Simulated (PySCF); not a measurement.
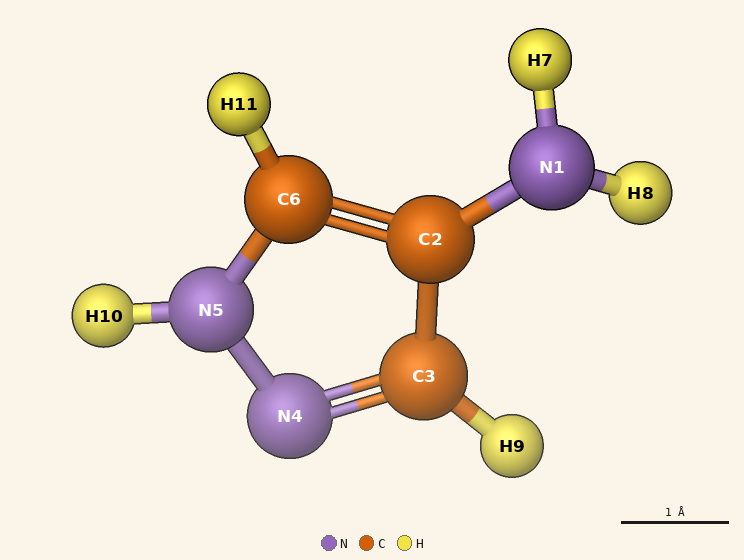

Orthographic view. Depth is shown by fading: the farther an atom, the more it takes the colour of the background. The geometry was computed by an optimisation with PBE0-D3(BJ)/def2-SVP. No frequency run is at hand to confirm it as a minimum.

Write a Z-matrix (Å, degrees) in the order of the atom numbers, with these reference atoms: 2 to 1; 3 to 2, 1; 4 to 3, 2, 1; 5 to 4, 3, 2; 6 to 5, 4, 3; 7 to 1, 2, 6; 8 to 1, 7, 2; 9 to 3, 4, 5; 10 to 5, 4, 3; 11 to 6, 5, 10.

```
N  
C    1   1.391
C    2   1.419   1   127.4
N    3   1.328   2   111.7   1   176.9
N    4   1.319   3   105.0   2    -0.1
C    5   1.363   4   113.6   3     0.2
H    1   1.013   2   114.0   6   -28.1
H    1   1.013   7   110.0   2   128.5
H    3   1.090   4   120.3   5   179.7
H    5   1.011   4   119.5   3   180.0
H    6   1.087   5   122.4  10     0.6
```
